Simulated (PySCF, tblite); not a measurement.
**C₆H₅OS−: dynamics, then NMR shifts on frames, part 1 of 2**

Aim: move C₆H₅OS− (`C=Cc1ccoc1[S-]`) away from its starting geometry and see how NMR shifts follow the geometry.

Programs: tblite 0.8.0 and PySCF 2.14.0, with density-fitted response routines of our own. Each step states its level of theory. These are calculated values for one molecule in the gas phase, unless marked as measured. Atoms count from 0, in the outputs and in this text.

### Step 1. The molecule as given

13 atoms, charge -1, multiplicity 1; geometry from: GFN2-xTB.

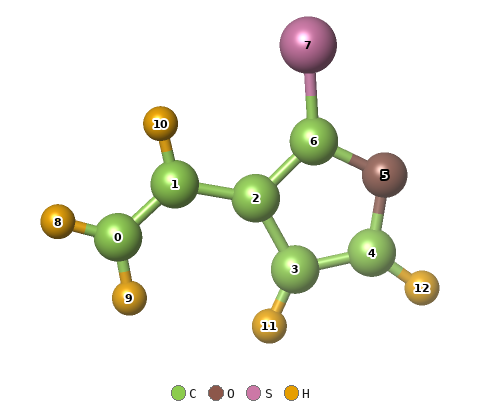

As it starts; carbon green, oxygen brown, sulfur pink, hydrogen amber, atoms numbered.

### Step 2. A short Langevin run with GFN2-xTB

The job: settings as JSON, then the geometry in Å.

```
{"job": {"kind": "md", "xc": "GFN2-xTB", "basis": "xTB", "temperature": 200, "steps": 2000, "every": 50, "frames": 5}, "charge": -1, "multiplicity": 1}
C     -2.237240    -0.666382    -0.009219
C     -1.368139     0.348437    -0.065914
C      0.053602     0.252252    -0.019386
C      0.879287    -0.903960     0.092353
C      2.162633    -0.476016     0.094995
O      2.225535     0.880715    -0.008014
C      0.938870     1.337805    -0.078912
S      0.644023     2.981179    -0.216921
H     -3.303005    -0.504906    -0.051764
H     -1.915772    -1.692063     0.081103
H     -1.736409     1.364131    -0.156671
H      0.551355    -1.924783     0.161410
H      3.100873    -0.995923     0.159209
```

Method: GFN2-xTB Langevin dynamics, gas phase.

Command:

```
> OMP_NUM_THREADS=1 python probes_run.py task.json out
```

This one command runs all jobs of the session in turn.

What it wrote:

```text
t/fs     T/K      E/eV
    0.0   166.7   -623.33275
   25.0   120.6   -623.13120
   50.0   152.1   -623.04270
   75.0   154.4   -623.14925
  100.0   165.0   -623.15490
  125.0   139.6   -623.06019
  150.0   101.8   -622.92157
  175.0   222.2   -623.01122
  200.0   263.8   -623.07568
  225.0   183.8   -622.89926
  250.0   207.2   -622.99451
  275.0   225.3   -623.02329
  300.0   250.4   -623.01714
  325.0   238.3   -623.00719
  350.0   175.7   -622.96364
  375.0   187.8   -623.02992
  400.0   105.1   -622.98697
  425.0   196.6   -623.10277
  450.0   140.3   -623.12840
  475.0   174.9   -623.08326
  500.0   157.5   -623.07777
  525.0   214.1   -623.17126
  550.0   173.8   -623.14529
  575.0    99.7   -623.09812
  600.0   115.0   -623.07992
  625.0   151.6   -623.05087
  650.0   161.3   -623.02231
  675.0   169.3   -623.10035
  700.0   172.5   -623.11549
  725.0   186.0   -623.09666
  750.0   146.8   -623.02429
  775.0   195.8   -623.11020
  800.0   208.5   -623.13637
  825.0   143.3   -623.07329
  850.0   210.0   -623.15018
  875.0   161.1   -623.05790
  900.0   195.9   -623.10113
  925.0   231.0   -623.06491
  950.0   225.4   -623.02792
  975.0   236.1   -623.02294
 1000.0   254.1   -622.97286
```

Run time: 35 s. Hardware: 1 thread of Intel Xeon at 2.50GHz, shared host; peak memory 0.18 GiB.

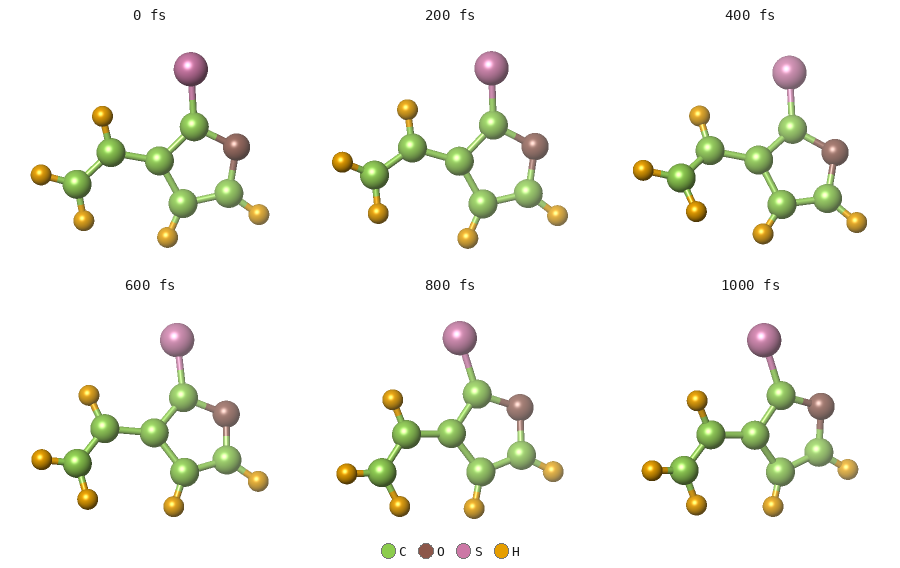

Frames of the run.

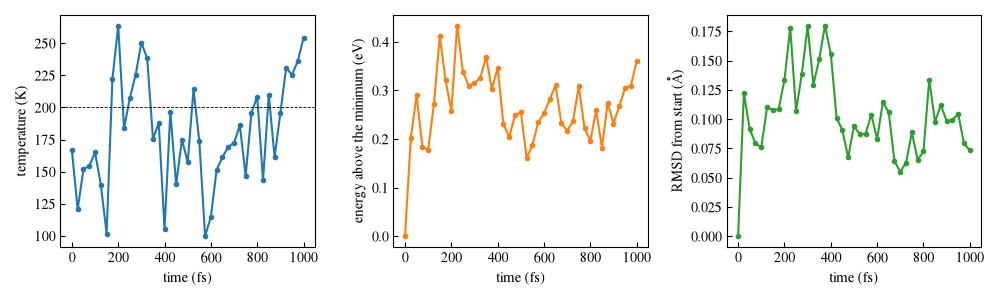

Temperature, potential energy and distance from the start.

Positions (Å) and forces (eV/Å) at 1000 fs:

```xyz
13

C    -2.711   -1.450    1.441    0.543   -1.758    0.308
C    -2.004   -0.421    1.016   -1.285    1.854    0.763
C    -0.666   -0.398    0.602    1.281   -0.136   -1.103
C     0.258   -1.463    0.304   -0.264    1.867    0.504
C     1.372   -0.884   -0.199    0.178   -1.313    0.423
O     1.280    0.440   -0.303   -0.889    0.730    0.152
C     0.012    0.741    0.157   -0.365    0.766   -0.499
S    -0.652    2.267   -0.062    0.319    0.226    0.137
H    -3.695   -1.467    1.835   -0.612    0.440    0.031
H    -2.228   -2.417    1.491   -0.038   -0.275   -0.114
H    -2.545    0.556    1.113    0.851   -0.531   -0.468
H     0.120   -2.418    0.660   -0.089   -1.865    0.147
H     2.309   -1.351   -0.408    0.370   -0.006   -0.281
```

### Step 3. Nuclear shieldings: 250 fs, PBE0/pcSseg-1

The job: settings as JSON, then the geometry in Å.

```
{"job": {"kind": "nmr", "xc": "PBE0", "basis": "pcSseg-1", "pop": false}, "charge": -1, "multiplicity": 1}
C     -2.560000    -0.437700     0.405300
C     -1.582100     0.428700     0.199600
C     -0.193400     0.123200     0.250800
C      0.573000    -1.090000     0.420600
C      1.861400    -0.834900     0.111400
O      1.976700     0.492100    -0.163000
C      0.774800     1.082900    -0.098100
S      0.464000     2.701800    -0.509100
H     -3.635400    -0.162200     0.492300
H     -2.499400    -1.492300     0.613700
H     -1.805900     1.478400     0.085200
H      0.104700    -2.085200     0.482500
H      2.808000    -1.404100     0.104300
```

Level: GIAO PBE0/pcSseg-1 NMR shielding, non-relativistic, gas phase.

What it wrote:

```text
coarse grid: 12328 points
cycle   1  E = -704.3592398375  dE =  1.459e+00  |g| = 5.861e-01  |ddm| = 3.737e+00
cycle   2  E = -704.3511822031  dE =  8.058e-03  |g| = 6.767e-01  |ddm| = 1.633e+00
cycle   3  E = -704.4538521348  dE = -1.027e-01  |g| = 1.104e-01  |ddm| = 7.679e-01
cycle   4  E = -704.4566520766  dE = -2.800e-03  |g| = 4.082e-02  |ddm| = 1.744e-01
cycle   5  E = -704.4569951101  dE = -3.430e-04  |g| = 1.916e-02  |ddm| = 5.706e-02
cycle   6  E = -704.4570702298  dE = -7.512e-05  |g| = 4.743e-03  |ddm| = 2.083e-02
cycle   7  E = -704.4570746494  dE = -4.420e-06  |g| = 7.175e-04  |ddm| = 4.893e-03
final grid: 117064 points
cycle   8  E = -704.5179973812  dE = -2.274e-05  |g| = 1.108e-02  |ddm| = 4.033e-02
cycle   9  E = -704.5179597391  dE =  3.764e-05  |g| = 1.753e-02  |ddm| = 2.463e-02
cycle  10  E = -704.5180208831  dE = -6.114e-05  |g| = 2.061e-03  |ddm| = 1.703e-02
cycle  11  E = -704.5180218881  dE = -1.005e-06  |g| = 3.422e-04  |ddm| = 2.201e-03
cycle  12  E = -704.5180219187  dE = -3.062e-08  |g| = 1.095e-04  |ddm| = 6.301e-04
cycle  13  E = -704.5180219216  dE = -2.921e-09  |g| = 3.541e-05  |ddm| = 1.456e-04
cycle  14  E = -704.5180219219  dE = -2.924e-10  |g| = 1.467e-05  |ddm| = 5.688e-05
converged SCF energy = -704.5180219219

GIAO shielding tensors (ppm)
atom      isotropic    diamagn.    paramagn.     s11        s22        s33       span
  0 C       95.754     252.172    -156.418     13.293    109.550    164.418    151.125
  1 C       45.593     248.932    -203.339    -72.365     47.386    161.759    234.124
  2 C       64.240     256.765    -192.526     -5.669     59.365    139.023    144.692
  3 C       74.214     253.826    -179.612     -7.159     71.131    158.670    165.829
  4 C       55.669     254.749    -199.079     -8.150     71.423    103.735    111.885
  5 O       29.460     399.065    -369.605   -110.147    -15.761    214.288    324.435
  6 C       -5.490     255.778    -261.268   -103.553     15.684     71.400    174.953
  7 S      558.921    1057.712    -498.791    307.679    649.141    719.944    412.265
  8 H       27.459      28.192      -0.733     24.766     26.228     31.382      6.615
  9 H       27.532      33.140      -5.608     24.645     26.857     31.093      6.447
 10 H       23.638      30.456      -6.817     19.598     20.861     30.456     10.858
 11 H       25.332      32.752      -7.420     23.327     25.995     26.674      3.348
 12 H       24.585      30.743      -6.158     22.158     24.449     27.148      4.991
```

Run time: 49 s. Hardware: 1 thread of Intel Xeon at 2.50GHz, shared host; peak memory 0.75 GiB.

Shifts follow as δ = σ(reference) − σ, with reference shieldings (ppm) from runs at the same level and on the same kind of geometry: ¹H TMS 31.72, ¹³C TMS 186.9, ¹⁷O H2O 336.1, ³³S CS2 504. The references are single molecules in the gas phase, so shifts against H2O, NH3, PH3, H3PO4 or CFCl3 are not on the usual liquid scales and can be off by tens of ppm. Each atom is listed at this fixed geometry, with no averaging over motion; a spectrum would average atoms that exchange fast.

```
atoms                                         environment  σ (ppm)  δ (ppm)
   C6                      aromatic carbon bearing sulfur     -5.5    192.4
   C1                                           alkene CH     45.6    141.3
   C4                 aromatic CH next to the ring oxygen     55.7    131.3
   C2                         substituted aromatic carbon     64.2    122.7
   C3                                         aromatic CH     74.2    112.7
   C0                                terminal =CH2 carbon     95.8     91.2
  H10                            hydrogen on an alkene CH    23.64     8.08
  H12  hydrogen on an aromatic CH next to the ring oxygen    24.59     7.13
  H11                          hydrogen on an aromatic CH    25.33     6.38
   H8                  hydrogen on a terminal =CH2 carbon    27.46     4.26
   H9                  hydrogen on a terminal =CH2 carbon    27.53     4.19
   O5                                aromatic ring oxygen     29.5    306.6
   S7                                  sulfur bonded to C      559      -55
```

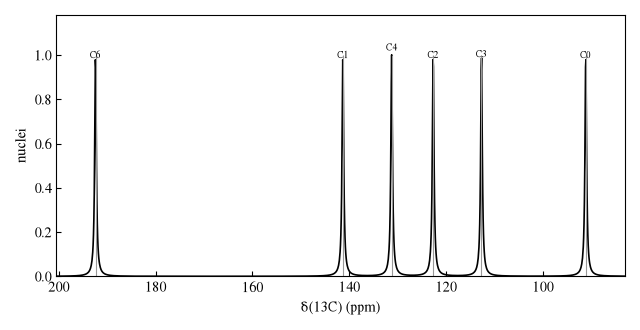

¹³C lines at the computed shifts, without couplings. Lines are broadened to a width of 0.40 ppm (Lorentzian).

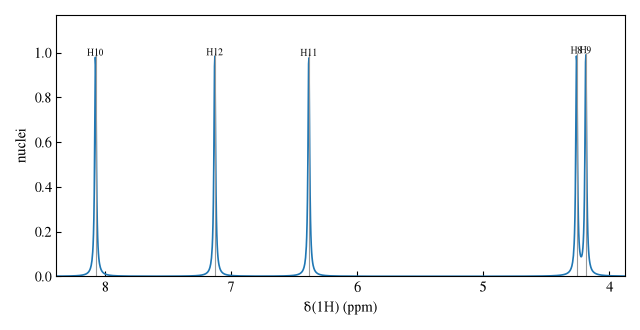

¹H lines at the computed shifts, without couplings. Lines are broadened to a width of 0.02 ppm (Lorentzian).

Ring of atoms C2, C3, C4, O5, C6: NICS(0) -8.3, NICS(1) -7.9, NICS(1)zz -17.4 ppm (means of both faces).

### Step 4. Nuclear shieldings: 425 fs, PBE0/pcSseg-1

The job: settings as JSON, then the geometry in Å.

```
{"job": {"kind": "nmr", "xc": "PBE0", "basis": "pcSseg-1", "pop": false}, "charge": -1, "multiplicity": 1}
C     -2.804200    -0.735200     0.959100
C     -1.884900     0.037500     0.376100
C     -0.484700    -0.131000     0.313300
C      0.283700    -1.226100     0.881100
C      1.567400    -0.876000     0.683100
O      1.721500     0.360800     0.100600
C      0.468000     0.865800    -0.071800
S      0.217200     2.308100    -0.830100
H     -3.806400    -0.479400     0.890700
H     -2.503900    -1.609400     1.557300
H     -2.224000     0.858200    -0.200200
H     -0.077800    -2.137700     1.372200
H      2.490700    -1.392000     0.973000
```

With the program's defaults for keys left out, this is: GIAO PBE0/pcSseg-1 NMR shielding, non-relativistic, gas phase.

What it wrote:

```text
coarse grid: 12328 points
cycle   1  E = -704.3653969923  dE =  1.454e+00  |g| = 5.841e-01  |ddm| = 3.779e+00
cycle   2  E = -704.3602336760  dE =  5.163e-03  |g| = 6.682e-01  |ddm| = 1.645e+00
cycle   3  E = -704.4571880188  dE = -9.695e-02  |g| = 1.167e-01  |ddm| = 8.080e-01
cycle   4  E = -704.4603730940  dE = -3.185e-03  |g| = 3.809e-02  |ddm| = 1.845e-01
cycle   5  E = -704.4606656272  dE = -2.925e-04  |g| = 1.832e-02  |ddm| = 6.117e-02
cycle   6  E = -704.4607374490  dE = -7.182e-05  |g| = 5.076e-03  |ddm| = 2.253e-02
cycle   7  E = -704.4607427789  dE = -5.330e-06  |g| = 9.443e-04  |ddm| = 5.584e-03
final grid: 117064 points
cycle   8  E = -704.5219878643  dE = -2.126e-05  |g| = 1.221e-02  |ddm| = 3.589e-02
cycle   9  E = -704.5219332855  dE =  5.458e-05  |g| = 2.035e-02  |ddm| = 2.913e-02
cycle  10  E = -704.5220164207  dE = -8.314e-05  |g| = 2.237e-03  |ddm| = 2.073e-02
cycle  11  E = -704.5220176181  dE = -1.197e-06  |g| = 3.926e-04  |ddm| = 2.449e-03
cycle  12  E = -704.5220176564  dE = -3.834e-08  |g| = 1.268e-04  |ddm| = 7.739e-04
cycle  13  E = -704.5220176600  dE = -3.595e-09  |g| = 5.029e-05  |ddm| = 1.967e-04
cycle  14  E = -704.5220176607  dE = -6.398e-10  |g| = 1.698e-05  |ddm| = 7.837e-05
converged SCF energy = -704.5220176607

GIAO shielding tensors (ppm)
atom      isotropic    diamagn.    paramagn.     s11        s22        s33       span
  0 C      100.982     255.354    -154.372      9.564    128.794    164.587    155.023
  1 C       44.257     249.682    -205.426    -77.604     42.082    168.291    245.895
  2 C       65.907     256.282    -190.375      7.368     54.684    135.670    128.302
  3 C       70.884     254.766    -183.882    -27.493     80.044    160.101    187.594
  4 C       51.914     251.131    -199.218    -13.849     69.532    100.057    113.906
  5 O       24.552     400.159    -375.607   -116.424     -8.999    199.078    315.502
  6 C       -3.006     254.128    -257.134   -101.486     22.078     70.390    171.875
  7 S      555.998    1058.421    -502.424    324.466    555.291    788.236    463.771
  8 H       28.429      30.676      -2.247     26.250     26.424     32.612      6.361
  9 H       27.315      32.784      -5.470     24.374     25.843     31.727      7.353
 10 H       24.897      32.519      -7.622     21.882     22.324     30.485      8.602
 11 H       24.821      33.342      -8.521     23.400     24.419     26.644      3.244
 12 H       25.087      30.438      -5.351     22.524     25.223     27.513      4.990
```

Wall time 48 s (1 thread of Intel Xeon at 2.50GHz, shared host); peak memory 0.77 GiB.

In short: δ C6 189.9, C1 142.7, C4 135.0, C2 121.0, H11 6.90, H10 6.82 ppm.

(Continued in part 2 of 2.)
